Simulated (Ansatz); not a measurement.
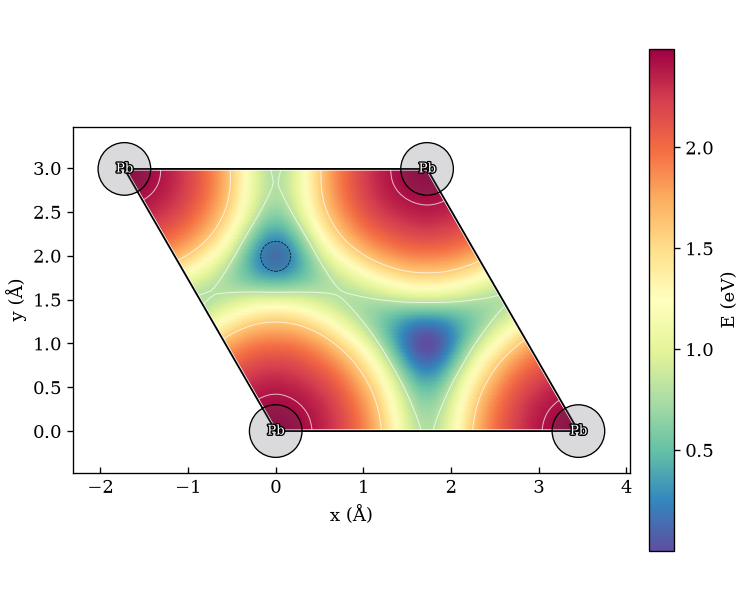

N on a Pb(111) slab cut from the Fm-3m phase, its upper half relaxed before the scan (8 atoms of substrate and one adsorbate in a 2 × 2 cell). N is moved over the surface cell; relaxed at each place: the height of the adsorbate's atoms; substrate rigid; the origin of the map has the adsorbate above Pb5. Places are given modulo a cell vector. The map is drawn in real space over the plane of the surface. The grid has 6 × 6 points; 10 points were computed and 26 follow by symmetry. Places are given in fractions of the 1 × 1 surface cell. Energies are in eV, from the lowest grid point. Theory: DFT LDA, scalar-relativistic, plane waves, PAW (Ansatz). Settings: cutoff 420 eV, k-mesh 6×6×1, gaussian smearing 0.1 eV, no spin polarisation.

Drawn: a smooth colour map with a few white contour lines, labelled circles for the atoms of the top layer and small ones for the second layer, the outline of one cell of the plane. Between grid points the surface is interpolated.

The lowest grid point is at a threefold hollow, (4/6, 2/6) of the cell vectors. There is a further well near a threefold hollow over a second-layer Pb atom, (2/6, 4/6) of the cell vectors (0.16 eV above the lowest at that grid point). The highest grid point, the top site over a surface Pb atom, (0/6, 0/6) of the cell vectors, lies 2.49 eV above the lowest. On the interpolated surface the easiest way out of the lowest well to the well at a threefold hollow over a second-layer Pb atom, (2/6, 4/6) of the cell vectors passes a barrier of about 0.79 eV. At the lowest point the adsorbate has 3 Pb at 2.20 Å as nearest neighbours, at the highest 1 Pb at 1.98 Å. Its relaxed height above the top atom is 0.94 Å at the lowest and 1.99 Å at the highest point.

The level of theory is changed to Ansatz, DFT PBE, scalar-relativistic, plane waves, PAW; with it change the cell, relaxed at the new level (first cell vector 7.130 Å, before 6.904 Å).

Question: What will the new map look like?

Answer: The lowest place stays at a threefold hollow, (4/6, 2/6) of the cell vectors. The span from the lowest to the highest grid point shrinks from 2.49 to 2.20 eV. The easiest pass out of the lowest well goes from about 0.79 to about 0.7 eV on the interpolated surfaces. Higher wells of the new map: a threefold hollow over a second-layer Pb atom, (2/6, 4/6) of the cell vectors, 0.07 eV up (that grid point lay 0.16 eV up before). In the new map: at the lowest point the adsorbate has 3 Pb at 2.26 Å as nearest neighbours, at the highest 1 Pb at 2.02 Å. Its relaxed height above the top atom is 0.93 Å at the lowest and 2.02 Å at the highest point.

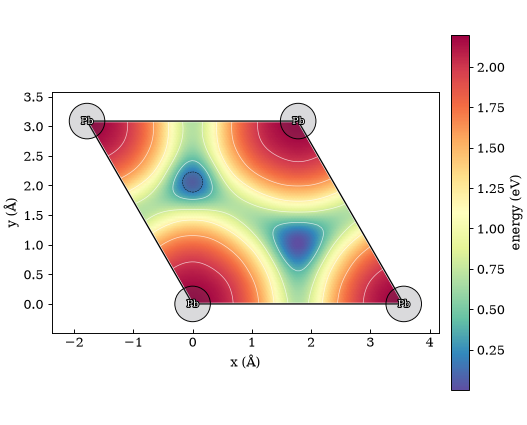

The map after the change, on a colour scale of its own. Drawn: a smooth colour map with a few white contour lines, labelled circles for the atoms of the top layer and small ones for the second layer, the outline of one cell of the plane. Between grid points the surface is interpolated.
